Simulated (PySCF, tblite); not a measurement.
# C4H6FNSi: geometry, infrared bands and NMR shifts

What infrared bands and NMR shifts should C4H6FNSi (`N#C/C=C\[C@H](F)[SiH3]`) show?

The runs use tblite 0.8.0 and PySCF 2.14.0, with density-fitted response routines of our own; the level of theory stands in each step. All values are computed, except where a source is named. Atoms are numbered from 0 throughout.

## Step 1: Starting geometry

13 atoms, charge 0, multiplicity 1; geometry from: force field or distance geometry start.

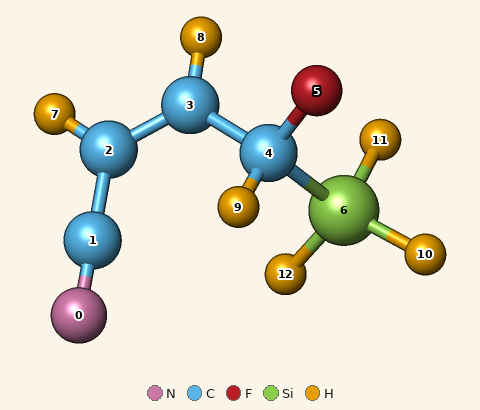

The starting geometry (nitrogen pink, carbon blue, fluorine red, silicon green, hydrogen amber), atoms numbered; sticks join atoms by distance.

## Step 2: Geometry optimisation with GFN2-xTB

The job: settings as JSON, then the geometry in Å.

```
{"job": {"kind": "relax", "xc": "GFN2-xTB", "basis": "xTB"}, "charge": 0, "multiplicity": 1}
N      2.115100    -2.079000     0.660700
C      1.929900    -0.944500     0.452500
C      1.708500     0.443800     0.226100
C      0.618100     0.903900    -0.396400
C     -0.425700    -0.072600    -0.855400
F     -0.933300     0.295700    -2.079500
Si    -1.729700    -0.166300     0.467200
H      2.427700     1.163400     0.552500
H      0.469200     1.943000    -0.554700
H      0.046200    -1.065400    -0.968900
H     -2.831000    -1.044500     0.063200
H     -2.316800     1.170700     0.685800
H     -1.082500    -0.547800     1.729300
```

Run with:

```
$ OMP_NUM_THREADS=1 python probes_run.py task.json out
```

One launch serves the whole session: the jobs run in the order shown.

What it wrote:

```text
step      E/eV     max force
  0    -569.43085    2.514
  1    -569.42267    6.548
  2    -569.54721    0.952
  3    -569.56909    0.473
  4    -569.58429    0.374
  5    -569.60466    0.592
  6    -569.61244    0.287
  7    -569.61732    0.194
  8    -569.62185    0.281
  9    -569.62652    0.271
 10    -569.63014    0.170
 11    -569.63262    0.144
 12    -569.63462    0.173
 13    -569.63707    0.191
 14    -569.64004    0.187
 15    -569.64272    0.127
 16    -569.64456    0.138
 17    -569.64599    0.140
 18    -569.64728    0.106
 19    -569.64826    0.082
 20    -569.64897    0.061
 21    -569.64958    0.076
 22    -569.65025    0.084
 23    -569.65093    0.063
 24    -569.65152    0.055
 25    -569.65204    0.064
 26    -569.65257    0.061
 27    -569.65306    0.053
 28    -569.65340    0.042
 29    -569.65362    0.040
 30    -569.65386    0.050
 31    -569.65422    0.053
 32    -569.65463    0.049
 33    -569.65496    0.043
 34    -569.65518    0.039
 35    -569.65538    0.040
 36    -569.65561    0.037
 37    -569.65585    0.046
 38    -569.65604    0.048
 39    -569.65619    0.043
 40    -569.65633    0.031
 41    -569.65646    0.030
 42    -569.65658    0.034
 43    -569.65670    0.034
 44    -569.65687    0.046
 45    -569.65714    0.058
 46    -569.65754    0.060
 47    -569.65804    0.058
 48    -569.65849    0.053
 49    -569.65880    0.037
 50    -569.65904    0.045
 51    -569.65931    0.044
 52    -569.65964    0.057
 53    -569.66000    0.053
 54    -569.66033    0.051
 55    -569.66058    0.053
 56    -569.66077    0.036
 57    -569.66092    0.033
 58    -569.66104    0.036
 59    -569.66116    0.049
 60    -569.66127    0.026
 61    -569.66138    0.035
 62    -569.66148    0.056
 63    -569.66160    0.068
 64    -569.66174    0.065
 65    -569.66186    0.047
 66    -569.66193    0.021
 67    -569.66197    0.022
 68    -569.66202    0.031
 69    -569.66209    0.050
 70    -569.66219    0.055
 71    -569.66229    0.039
 72    -569.66234    0.018
 73    -569.66237    0.019
 74    -569.66239    0.024
 75    -569.66243    0.025
 76    -569.66246    0.021
 77    -569.66249    0.019
 78    -569.66252    0.022
 79    -569.66254    0.022
 80    -569.66256    0.014
 81    -569.66257    0.006
```

Wall time 0.75 s (1 thread of Arm Neoverse N1, shared host).

Relaxation path: (not every step is listed) (the energy doesn't fall at every step)

```tsv
step	energy from step 0 (eV)	largest force (eV/Å)
0	0.0000	2.5135
1	0.0082	6.5485
2	-0.1164	0.9516
3	-0.1382	0.4735
4	-0.1534	0.3737
5	-0.1738	0.5923
6	-0.1816	0.2874
7	-0.1865	0.1939
8	-0.1910	0.2812
14	-0.2092	0.1865
20	-0.2181	0.0608
26	-0.2217	0.0612
32	-0.2238	0.0488
38	-0.2252	0.0482
44	-0.2260	0.0460
50	-0.2282	0.0447
56	-0.2299	0.0359
62	-0.2306	0.0559
68	-0.2312	0.0313
74	-0.2315	0.0242
76	-0.2316	0.0212
77	-0.2316	0.0193
78	-0.2317	0.0219
79	-0.2317	0.0220
80	-0.2317	0.0142
81	-0.2317	0.0064
```

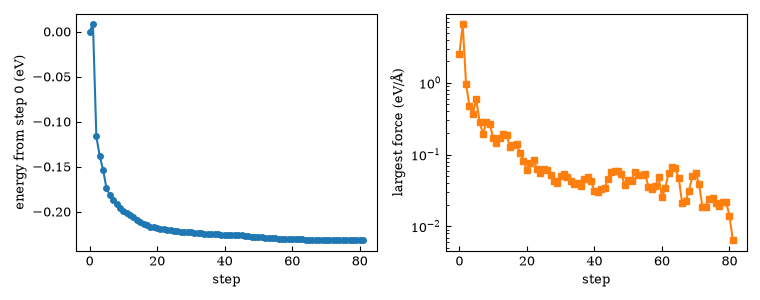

Energy and force, step by step.

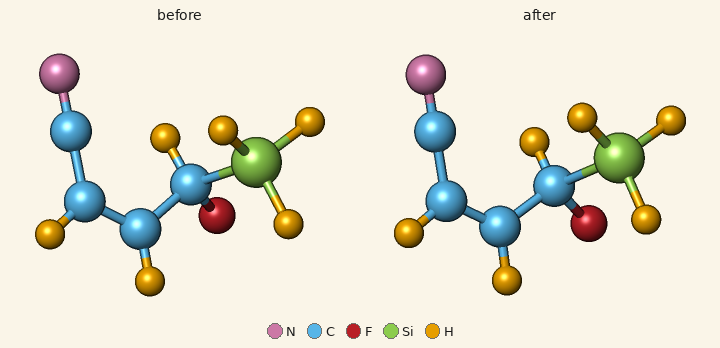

The geometry before (left) and after (right).

Close pairs (by a distance rule), those that changed most:

```tsv
bond	before (Å)	after (Å)	change (Å)
C4–Si6	1.860	1.945	+0.085
C3–C4	1.501	1.473	-0.028
N0–C1	1.168	1.148	-0.020
C3–H8	1.062	1.081	+0.019
C1–C2	1.424	1.405	-0.019
Si6–H11	1.476	1.462	-0.015
C2–H7	1.068	1.081	+0.012
C4–F5	1.375	1.388	+0.012
```

The final coordinates are the input of the step that follows.

## Step 3: Infrared spectrum with GFN2-xTB

The job: settings as JSON, then the geometry in Å.

```
{"job": {"kind": "ir", "xc": "GFN2-xTB", "basis": "xTB"}, "charge": 0, "multiplicity": 1}
N      2.041542    -1.960978     0.979641
C      1.899775    -0.873777     0.639084
C      1.727479     0.457020     0.222850
C      0.674465     0.848375    -0.503316
C     -0.438260    -0.032155    -0.898971
F     -1.110372     0.510285    -1.985079
Si    -1.739754    -0.220120     0.533784
H      2.500750     1.149674     0.523392
H      0.576622     1.882169    -0.804004
H     -0.083551    -1.017149    -1.217938
H     -2.804903    -1.064532     0.004407
H     -2.222987     1.128165     0.826595
H     -1.025194    -0.806491     1.661828
```

What it wrote:

```text
mode    cm-1     km/mol
  1      55.3      8.99
  2      94.5      4.53
  3     108.8      2.79
  4     153.7      3.05
  5     240.1      2.38
  6     301.3      5.67
  7     316.6      3.19
  8     415.8     10.37
  9     510.2      8.82
 10     538.7     28.85
 11     553.9     61.46
 12     648.9     25.59
 13     695.4     30.35
 14     741.6    165.70
 15     762.8    184.21
 16     774.6    354.17
 17     776.8     10.76
 18     901.7      0.89
 19     957.9     43.36
 20    1025.4     64.70
 21    1068.4     38.40
 22    1114.8     20.64
 23    1196.6      4.85
 24    1256.1      5.85
 25    1338.4      6.07
 26    1639.6     82.10
 27    2295.0    209.32
 28    2318.1    156.57
 29    2329.5    304.05
 30    2363.5    200.24
 31    2925.6     19.07
 32    3069.0      2.18
 33    3084.7     14.24
```

Wall time 0.59 s (1 thread of Arm Neoverse N1, shared host).

Which atoms move in the most intense modes:

```tsv
cm⁻¹	km/mol	atoms
742	165.7	H12 55 %, H10 34 %
763	184.2	H11 48 %, H12 28 %, H10 18 %
775	354.2	H11 43 %, H10 34 %, H12 12 %
1640	82.1	C3 50 %, C2 46 %
2295	209.3	H11 96 %
2318	156.6	H10 72 %, H12 25 %
2330	304.1	H12 70 %, H10 25 %
2364	200.2	C1 60 %, N0 39 %
```

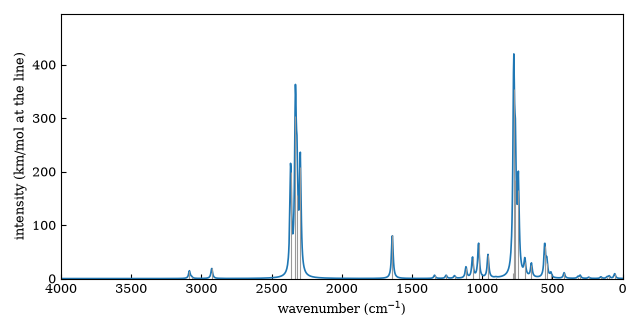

The infrared spectrum from these modes, unscaled. Lines are broadened to a width of 14 cm⁻¹ (Lorentzian).

## Step 4: Nuclear shieldings: PBE0/pcSseg-1

The job, as its differences from that of step 3:

```diff
@@ -1,2 +1,2 @@
-{"job": {"kind": "ir", "xc": "GFN2-xTB", "basis": "xTB"}, "charge": 0, "multiplicity": 1}
+{"job": {"kind": "nmr", "xc": "PBE0", "basis": "pcSseg-1"}, "charge": 0, "multiplicity": 1}
 N      2.041542    -1.960978     0.979641
```

Method: GIAO PBE0/pcSseg-1 NMR shielding, non-relativistic, gas phase.

What it wrote:

```text
coarse grid: 11840 points
cycle   1  E = -599.4382061037  dE =  7.977e-01  |g| = 5.608e-01  |ddm| = 3.329e+00
cycle   2  E = -599.2833162606  dE =  1.549e-01  |g| = 1.045e+00  |ddm| = 1.381e+00
cycle   3  E = -599.4962393859  dE = -2.129e-01  |g| = 1.734e-01  |ddm| = 9.391e-01
cycle   4  E = -599.5018422220  dE = -5.603e-03  |g| = 6.519e-02  |ddm| = 1.520e-01
cycle   5  E = -599.5026211551  dE = -7.789e-04  |g| = 1.608e-02  |ddm| = 5.478e-02
cycle   6  E = -599.5026749878  dE = -5.383e-05  |g| = 4.398e-03  |ddm| = 1.549e-02
cycle   7  E = -599.5026790763  dE = -4.088e-06  |g| = 1.814e-03  |ddm| = 5.073e-03
final grid: 111592 points
cycle   8  E = -599.5495949717  dE = -2.565e-05  |g| = 6.750e-03  |ddm| = 2.708e-02
cycle   9  E = -599.5495810915  dE =  1.388e-05  |g| = 1.033e-02  |ddm| = 1.369e-02
cycle  10  E = -599.5496057310  dE = -2.464e-05  |g| = 1.240e-03  |ddm| = 8.300e-03
cycle  11  E = -599.5496060910  dE = -3.601e-07  |g| = 2.871e-04  |ddm| = 1.228e-03
cycle  12  E = -599.5496061065  dE = -1.543e-08  |g| = 1.421e-04  |ddm| = 3.122e-04
cycle  13  E = -599.5496061097  dE = -3.257e-09  |g| = 6.028e-05  |ddm| = 1.242e-04
cycle  14  E = -599.5496061104  dE = -7.356e-10  |g| = 1.878e-05  |ddm| = 5.332e-05
converged SCF energy = -599.5496061104

GIAO shielding tensors (ppm)
atom      isotropic    diamagn.    paramagn.     s11        s22        s33       span
  0 N      -68.415     340.511    -408.926   -215.325   -188.777    198.859    414.184
  1 C       66.521     261.528    -195.008    -47.856    -46.179    293.597    341.453
  2 C       88.812     255.556    -166.744     -7.135    107.084    166.489    173.624
  3 C       19.453     255.712    -236.259   -106.586     19.687    145.259    251.845
  4 C       95.188     248.999    -153.812     58.263     79.648    147.652     89.389
  5 F      420.575     473.049     -52.474    370.660    419.798    471.267    100.607
  6 Si     417.712     880.321    -462.609    387.320    415.168    450.647     63.327
  7 H       26.548      28.270      -1.721     23.259     26.871     29.514      6.255
  8 H       24.270      31.327      -7.057     21.122     24.450     27.237      6.115
  9 H       25.451      31.479      -6.028     22.207     24.791     29.355      7.147
 10 H       27.540      29.186      -1.646     24.431     25.380     32.810      8.379
 11 H       27.810      29.376      -1.566     24.823     26.300     32.308      7.485
 12 H       27.614      30.438      -2.824     23.666     27.272     31.903      8.237
```

Wall time 35 s (1 thread of Arm Neoverse N1, shared host); peak memory 0.72 GiB.

Shifts follow as δ = σ(reference) − σ, with reference shieldings (ppm) from runs at the same level and on the same kind of geometry: 1H TMS 31.72, 13C TMS 186.9, 29Si TMS 349.2, 19F CFCl3 170.9, 15N NH3 267.7. The references are single molecules in the gas phase, so shifts against H2O, NH3, PH3, H3PO4 or CFCl3 are not on the usual liquid scales and can be off by tens of ppm. Atoms listed in one row are averaged.

```tsv
atoms	environment	σ (ppm)	δ (ppm)	δ scaled to CDCl3
C3	alkene CH	19.5	167.5	161.5
C1	nitrile carbon	66.5	120.4	115.6
C2	alkene CH	88.8	98.1	93.8
C4	allylic sp3 CH bonded to F and Si	95.2	91.7	87.6
H8	hydrogen on an alkene CH	24.27	7.45	7.13
H9	hydrogen on an allylic sp3 CH bonded to F and Si	25.45	6.27	6.01
H7	hydrogen on an alkene CH	26.55	5.17	4.98
H10, H11, H12	hydrogen on a silicon bonded to C	27.65	4.06	–
N0	nitrile nitrogen	-68.4	336.1	–
F5	fluorine on an sp3 carbon	420.6	-249.6	–
Si6	silicon bonded to C, 3 H	417.7	-68.6	–
```

The scaled column applies a straight-line fit of computed shieldings to shifts measured in CDCl3, and one for carbons that bear F (root-mean-square error 0.16 ppm for H, 1.9 ppm for C).

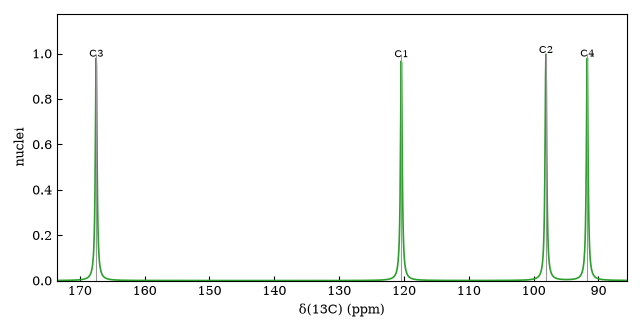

13C lines at the computed shifts, without couplings. Lines are broadened to a width of 0.30 ppm (Lorentzian).

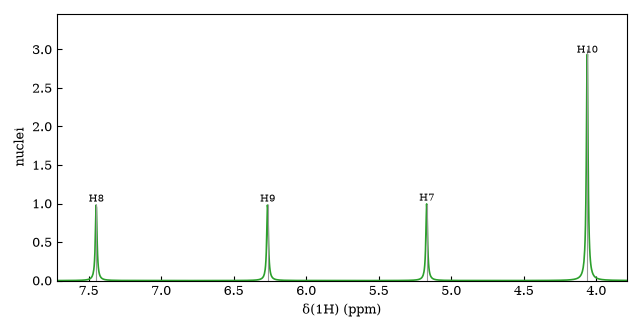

1H lines at the computed shifts, without couplings. Lines are broadened to a width of 0.01 ppm (Lorentzian).

The run also stored atomic charges by several schemes (e):

```tsv
atoms	Mulliken	IAO	Hirshfeld	ESP fit
N0	-0.24	-0.24	-0.21	-0.50
C1	0.07	0.13	0.08	0.56
C2	-0.10	-0.23	-0.04	-0.56
C3	-0.15	-0.10	-0.01	0.03
C4	-0.02	-0.08	-0.02	0.00
F5	-0.33	-0.32	-0.11	-0.23
Si6	0.52	0.61	0.32	0.33
```

IAO charges:

N0 -0.24; C1 0.13; C2 -0.23; C3 -0.10; C4 -0.08; F5 -0.32; Si6 0.61; H7 0.19; H8 0.18; H9 0.17; H10 -0.10; H11 -0.11; H12 -0.10

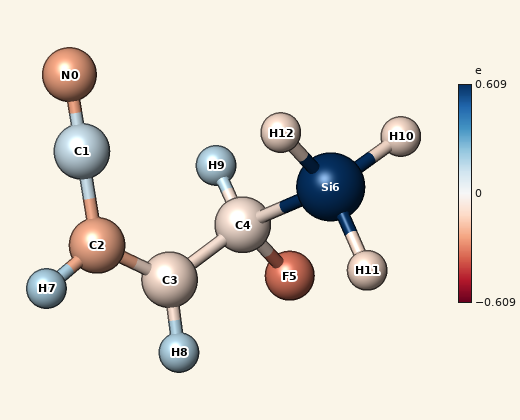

IAO charges, as colours on the atoms.

Mayer bond orders: N0–C1 2.98, C1–C2 1.06, C2–C3 1.78, C3–C4 1.05, C4–F5 0.83, C4–Si6 0.82.

## Step 5: Outcome

| quantity | value |
| --- | --- |
| strongest single infrared mode (GFN2-xTB) | 775 cm⁻¹, 354 km/mol |
| zero-point energy (GFN2-xTB) | 52.3 kcal/mol |
| 13C shifts against TMS (PBE0/pcSseg-1) | 167.5, 120.4, 98.1, 91.7 ppm |
| 1H shifts against TMS (PBE0/pcSseg-1, means over atoms taken as alike) | 7.45, 6.27, 5.17, 4.06 ppm |
| 15N shifts against NH3 (PBE0/pcSseg-1) | 336.1 ppm |
| 19F shifts against CFCl3 (PBE0/pcSseg-1) | -249.6 ppm |
| 29Si shifts against TMS (PBE0/pcSseg-1) | -68.6 ppm |

In words: Over 81 steps the energy fell by 0.232 eV; of the close pairs, C4–Si6 changed most, 1.860 to 1.945 Å. All 33 modes are real, so the xTB geometry is a minimum. Unscaled tight-binding wavenumbers are off by several per cent, some by more. Its intensities can rank the bands wrongly. At PBE0/pcSseg-1: The widest tensor belongs to N0: span 414 ppm, with a paramagnetic part of -409 ppm.
